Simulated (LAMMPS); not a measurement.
System: Ni3Al (L1_2), 4000 atoms, at 1480 K and 0 GPa, heated as the crystal.

Computed with classical MD, pair style eam/alloy, file NiAlH_jea.eam.alloy (LAMMPS).

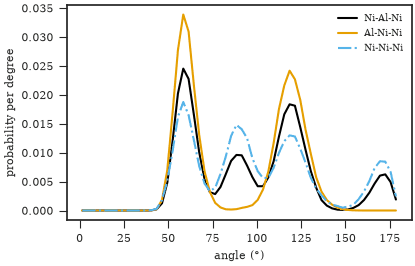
*Probability per degree against angle (°)*

Main features:
- state found: crystal; no diffusion seen in 30 ps
- most common Ni-Al-Ni angle: in the 3° bin centred on 58.5° (mean of all 97°)
- most common Al-Ni-Ni angle: in the 3° bin centred on 58.5° (mean of all 90°)
- most common Ni-Ni-Ni angle: in the 3° bin centred on 58.5° (mean of all 101°)
